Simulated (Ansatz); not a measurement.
| atom | x (Å) | y (Å) | z (Å) |
| --- | --- | --- | --- |
| B | 0.6090 | 1.5434 | 1.2804 |
| Ga | -0.6598 | -1.0395 | 0.2839 |
| In | 2.0656 | -0.8703 | -0.3338 |
| N | 0.0384 | 0.8027 | 0.2353 |
| H | 0.7599 | 2.7441 | 1.1826 |
| H | 0.9907 | 0.9582 | 2.2759 |
| H | -0.0236 | -1.5353 | -1.1703 |
| H | -0.2586 | 1.3574 | -0.5662 |
| H | 0.5333 | -1.6722 | 1.2314 |
| H | -2.1718 | -1.2487 | 0.5853 |

Geometry: PBE0-D3(BJ)/def2-SVP; core potentials replace the inner electrons of In.

The calculation used Ansatz 0.2.0, isolated molecule in a Gaussian basis; Kohn-Sham density functional theory, functional PBE0.

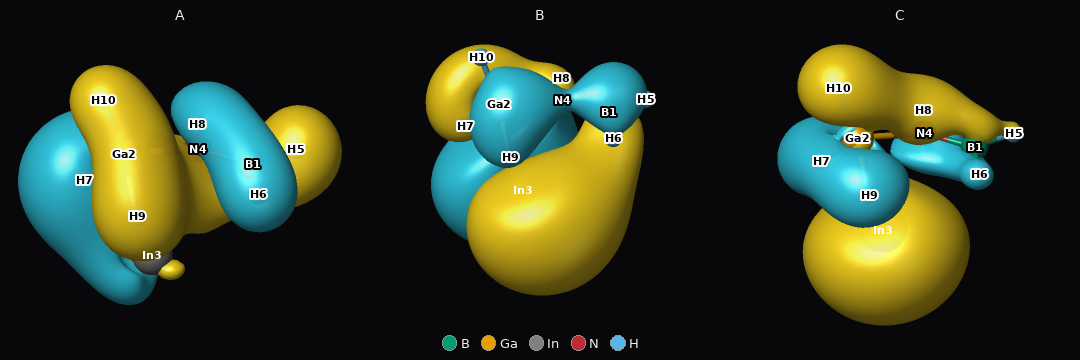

BGaH$_{6}$InN. Three frontier orbitals at ±0.05 Å⁻³ᐟ² (yellow and cyan are the two phases), in no order.

### Order the three orbitals by energy and name them.

A is the HOMO−1 (−8.02 eV). Its weight (Hirshfeld) is mainly on H7 (about 25 %), N4 (about 20 %), Ga2 (about 15 %), B1 (about 10 %) and In3 (about 10 %). C is the HOMO (−7.41 eV). By Hirshfeld shares it lies mainly on In3 (about 60 %), Ga2 (about 10 %) and N4 (about 5 %). B is the LUMO (−1.57 eV). Its weight (Hirshfeld) is mainly on In3 (about 70 %), Ga2 (about 10 %) and B1 (about 5 %).

### What is the HOMO–LUMO gap?

5.84 eV between the orbital energies.
